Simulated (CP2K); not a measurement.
**InNH4 (SMILES [NH2][InH2]) at GFN1-xTB**

What is the energy change on altering one bond length of InNH4 at GFN1-xTB? 

Program for the calculation: CP2K 2026.2.

2 further runs of the same task are left out: 1 that didn't finish, 1 set aside as unsound or not needed. Runs told in other sessions of the task aren't counted.

### 1 The molecule

InNH4 has 6 atoms, charge 0, and is taken as a singlet. As SMILES, `[NH2][InH2]`. Geometry: relaxed at PBE0-D4/def2-TZVP.

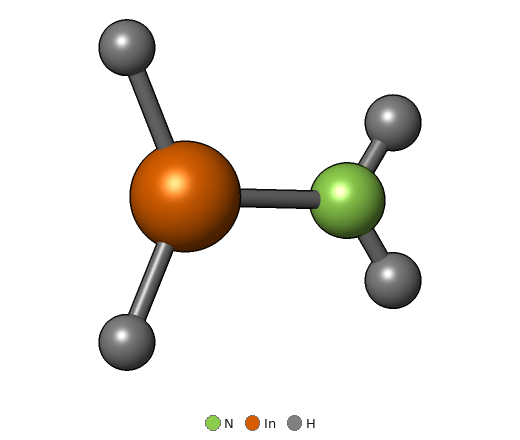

Viewed from a chosen angle; nitrogen green, indium orange, hydrogen grey.

### 2 A single-point energy at GFN1-xTB

calc.inp reads:

```
&GLOBAL
    PROJECT_NAME calc
    RUN_TYPE ENERGY
    PRINT_LEVEL MEDIUM
&END GLOBAL

&FORCE_EVAL
    METHOD Quickstep
    &DFT
        CHARGE 0
        MULTIPLICITY 1
        &QS
            METHOD XTB
            EPS_DEFAULT 1.0E-10
            &XTB
                GFN_TYPE 1
                CHECK_ATOMIC_CHARGES F
            &END XTB
        &END QS
        # cluster boundary conditions
        &POISSON
            PERIODIC NONE
            POISSON_SOLVER ANALYTIC
        &END POISSON
        &SCF
            SCF_GUESS ATOMIC
            EPS_SCF 1.0E-06
            MAX_SCF 80
            ADDED_MOS 4
            &DIAGONALIZATION
                ALGORITHM STANDARD
            &END DIAGONALIZATION
            &MIXING
                METHOD BROYDEN_MIXING
                ALPHA 0.4
                NBUFFER 8
            &END MIXING
            &SMEAR ON
                METHOD FERMI_DIRAC
                ELECTRONIC_TEMPERATURE [K] 300
            &END SMEAR
        &END SCF
        &PRINT
            &MOMENTS
                PERIODIC F
                REFERENCE COM
                MAX_MOMENT 1
            &END MOMENTS
            &MO ON
                ENERGIES T
                OCCUPATION_NUMBERS T
                NDIGITS 6
                &EACH
                    QS_SCF 0
                &END EACH
                ADD_LAST NUMERIC
            &END MO
            &HIRSHFELD OFF
            &END HIRSHFELD
        &END PRINT
    &END DFT
    # structure
    &SUBSYS
        &CELL
            ABC [angstrom] 11.7 13.5 12.6
            PERIODIC NONE
        &END CELL
        &COORD
            SCALED T
            N    0.47822650   0.41800000   0.50919841
            In   0.49425214   0.56588148   0.50246032
            H    0.43499573   0.38152593   0.56608730
            H    0.51276496   0.37082963   0.45634921
            H    0.57264530   0.60918519   0.39750794
            H    0.42735470   0.62917037   0.60249206
        &END COORD
    &END SUBSYS
&END FORCE_EVAL
```

Command:

```bash
$ OMP_NUM_THREADS=1 cp2k.psmp calc.inp > calc.out
```

What it wrote:

```text
CP2K| version string:                                       CP2K version 2026.2
[...]
 GLOBAL| Method name                                                        CP2K
[...]
 GLOBAL| Run type                                                         ENERGY
[...]
                             - Atoms:                                          6
[...]
                             - Spherical basis functions:                     21
[...]
 Number of electrons:                                                         12
[...]
     1 NoMix/Diag. 0.40E+00    0.0     0.56678173        -6.7896150606 -6.79E+00
[...]
    25 Broy./Diag. 0.40E+00    0.0     0.00000040        -6.8538958861  1.78E-06
  *** SCF run converged in    25 steps ***
[...]
  Fermi energy:                                                -0.20028558995416
[...]
 TB_DIPOLE| Moment [Debye]          0.07639595       0.77304022      -0.02963839
 TB_DIPOLE| Derivative [a.u.]       0.00000000       0.00000000       0.00000000
[...]
 ENERGY| Total FORCE_EVAL ( QS ) energy [hartree]             -6.853895886099678
[...]
```

It took 1.2 s on 1 thread of Intel Xeon Platinum 8259CL at 2.50GHz (Skylake/Cascade Lake), shared host; peak memory 0.2 GiB.

### 3 The distorted shape at the same level

gas.inp reads:

```
&GLOBAL
    PROJECT gas
    RUN_TYPE ENERGY
    PRINT_LEVEL MEDIUM
&END GLOBAL

&FORCE_EVAL
    METHOD QS
    &DFT
        CHARGE 0
        MULTIPLICITY 1
        ! Quickstep
        &QS
            METHOD XTB
            EPS_DEFAULT 1.0E-10
            &XTB
                GFN_TYPE 1
                CHECK_ATOMIC_CHARGES F
            &END XTB
        &END QS
        &POISSON
            PERIODIC NONE
            POISSON_SOLVER ANALYTIC
        &END POISSON
        &SCF
            SCF_GUESS ATOMIC
            EPS_SCF 1.0E-06
            MAX_SCF 80
            ADDED_MOS 4
            &DIAGONALIZATION
                ALGORITHM STANDARD
            &END DIAGONALIZATION
            &MIXING
                METHOD BROYDEN_MIXING
                ALPHA 0.4
                NBUFFER 8
            &END MIXING
            &SMEAR ON
                METHOD FERMI_DIRAC
                ELECTRONIC_TEMPERATURE [K] 300
            &END SMEAR
        &END SCF
        &PRINT
            &MOMENTS
                PERIODIC F
                REFERENCE COM
                MAX_MOMENT 1
            &END MOMENTS
            &MO ON
                ENERGIES T
                OCCUPATION_NUMBERS T
                NDIGITS 6
                &EACH
                    QS_SCF 0
                &END EACH
                ADD_LAST NUMERIC
            &END MO
            &HIRSHFELD OFF
            &END HIRSHFELD
        &END PRINT
    &END DFT
    &SUBSYS
        &CELL
            ABC [angstrom] 11.7 13.6 12.6
            PERIODIC NONE
        &END CELL
        &COORD
            SCALED T
            N    0.47822650   0.42211441   0.50919841
            In   0.49425214   0.56890853   0.50246032
            H    0.43499573   0.38590853   0.56608730
            H    0.51794530   0.36826794   0.44842254
            H    0.57264530   0.61189382   0.39750794
            H    0.42735470   0.63173206   0.60249206
        &END COORD
    &END SUBSYS
&END FORCE_EVAL
```

Command:

```bash
$ OMP_NUM_THREADS=1 cp2k.psmp -i gas.inp -o gas.out
```

What it wrote:

```text
CP2K| version string:                                       CP2K version 2026.2
[...]
 GLOBAL| Method name                                                        CP2K
[...]
 GLOBAL| Run type                                                         ENERGY
[...]
                             - Atoms:                                          6
[...]
                             - Spherical basis functions:                     21
[...]
 Number of electrons:                                                         12
[...]
     1 NoMix/Diag. 0.40E+00    0.0     0.60356719        -6.7693979851 -6.77E+00
[...]
    28 Broy./Diag. 0.40E+00    0.0     0.00000005        -6.8413846383 -2.21E-07
  *** SCF run converged in    28 steps ***
[...]
  Fermi energy:                                                -0.20025247945691
[...]
 TB_DIPOLE| Moment [Debye]          0.05506896       0.80191985       0.00518762
 TB_DIPOLE| Derivative [a.u.]       0.00000000       0.00000000       0.00000000
[...]
 ENERGY| Total FORCE_EVAL ( QS ) energy [hartree]             -6.841384638333611
[...]
```

Wall time 1.2 s (1 thread of Intel Xeon Platinum 8259CL at 2.50GHz (Skylake/Cascade Lake), shared host); peak memory 0.19 GiB.

### 4 Summary of results

At GFN1-xTB:

| quantity | value |
| --- | --- |
| first shape: total energy | -6.85390 Eh |
| first shape: dipole moment (from atomic charges alone) | 0.78 D |
| first shape: HOMO energy | -9.52 eV |
| first shape: LUMO energy | -4.54 eV |
| first shape: HOMO–LUMO gap | 4.98 eV |
| first shape: dispersion energy | -2.72 kJ/mol |
| distorted shape: total energy | -6.84138 Eh |
| distorted shape: dipole moment (from atomic charges alone) | 0.80 D |
| distorted shape: HOMO energy | -9.52 eV |
| distorted shape: LUMO energy | -4.54 eV |
| distorted shape: HOMO–LUMO gap | 4.98 eV |
| distorted shape: dispersion energy | -2.71 kJ/mol |
| energy change with the N1–H4 bond stretched from 1.006 to 1.157 Å | 0.340 eV |

**Reading.** With the N1–H4 bond stretched from 1.006 to 1.157 Å the energy rises by 0.34 eV (7.9 kcal/mol). The first shape isn't relaxed at this level, so the change isn't measured from a minimum. The dipole (first shape) comes from point charges on the atoms alone, without atomic dipoles, so it is partial. The dipole (distorted shape) comes from point charges on the atoms alone, without atomic dipoles, so it is partial.
